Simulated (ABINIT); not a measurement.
## C (Fd-3m): refractive index against wavelength

The refractive index of C (Fd-3m) below the direct gap (5.62 eV on the mesh) is read from one computed spectrum, n = √(Re ε).

Cell: a, b, c = 2.522, 2.522, 2.522 Å (primitive vectors), 2 atoms.

Method: ABINIT 10.8.3, PBE, independent particles, k-mesh 17×17×17, Lorentzian half width 0.05 eV.

Launch of the response step: `optic optic.abi`. The run took 12 s, its band step included, on 4 threads of Intel(R) Xeon(R) Platinum 8488C (Sapphire Rapids) (shared host).

```tsv
wavelength (nm)	photon energy E (eV)	n
700	1.771	2.4496
633	1.959	2.4565
532	2.331	?
450	2.755	2.4957
405	3.061	2.5157
365	3.397	2.5414
308	4.025	2.6032
```

In the single-oscillator model n² − 1 = E₀E_d/(E₀² − E²), so 1/(n² − 1) = E₀/E_d − E²/(E₀E_d) is linear in E².

Working, on the rows shown:

| x = E² (eV²) | y = 1/(n² − 1) |
| --- | --- |
| 3.13716 | 0.199978 |
| 3.83641 | 0.198634 |
| 7.59115 | 0.191259 |
| 9.37179 | 0.187661 |
| 11.5384 | 0.183193 |
| 16.2043 | 0.173111 |

Means: x̄ = 8.6132, ȳ = 0.18897. Σ(x − x̄)(y − ȳ) = -0.2471, Σ(x − x̄)² = 120.6. Slope = -0.2471 / 120.6 = -0.002049; intercept = ȳ − slope · x̄ = 0.20662. Turned back into n, the line misses the rows shown by at most 0.002.

Question: Predict the last column of the withheld row from the fit.

Answer: At x = 5.4314 the line gives y = 0.19549, that is 2.4729. The run gave 2.4728, so the interpolation is off by 0.00012, 0.1 % of the range in the table.

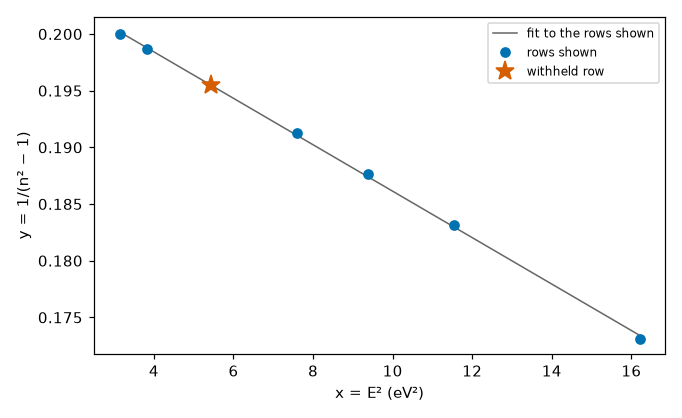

Refitted with all rows, the slope is -0.002049 and the intercept 0.20662. These give E₀ = √(intercept/−slope) = 10.04 eV and E_d = E₀/intercept = 48.6 eV; E₀ is 1.8 times the direct gap. The electronic limit at long wavelengths, without lattice vibrations, is n = √(1 + 1/intercept) = 2.417. Excitons are left out and so are local fields; PBE gaps are as a rule too small. The values come from a sum over the points of one k-mesh and carry its error, which grows as the direct gap shrinks.

[Logs are printed without paths, hosts, clocks, repeated set-up lines and the standing remarks that a program may print on its own settings, such as how far it seeks lower states.]
